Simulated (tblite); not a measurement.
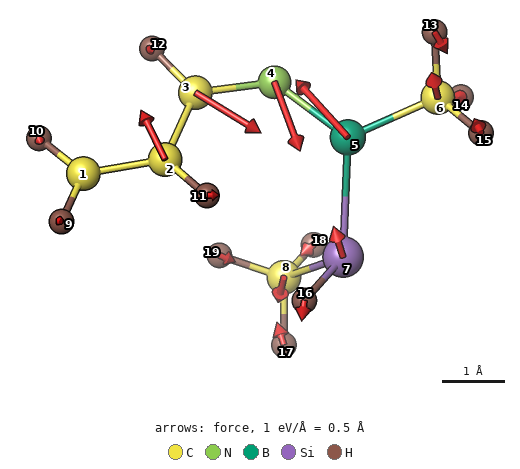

Starting geometry of C$_{5}$H$_{11}$BNSi (multiplicity 2) with the computed forces as red arrows. The picture is a ball-and-stick view, seen from a free direction.

Method: GFN2-xTB geometry optimisation, gas phase (tblite 0.8.0). 

Is this structure relaxed? If not, where do the atoms go?

Answer. It isn't relaxed: the largest force vector, on B5, is 3.07 eV/Å. The final displacements have little in common with the starting forces (cosine between the two patterns 0.15). The largest move after the best rigid fit is that of H16, 2.82 Å. Largest moves by element: H 2.82 Å, Si 1.10 Å, C 0.91 Å, N 0.75 Å, B 0.32 Å. Near-neighbour distances that change, for instance: N4–B5 1.519 → 1.333 Å, C2–C3 1.480 → 1.431 Å, C3–N4 1.316 → 1.270 Å, Si7–C8 1.867 → 1.906 Å. Bond angles that change, for instance: C3–N4–B5 129.5° → 174.9°, B5–Si7–H16 111.7° → 125.5°, B5–Si7–C8 109.1° → 122.0°. After 171 geometry steps the energy has fallen by 1.535 eV. Cost: 1.5 s on 1 thread of Arm Neoverse V1, with other jobs on the host.
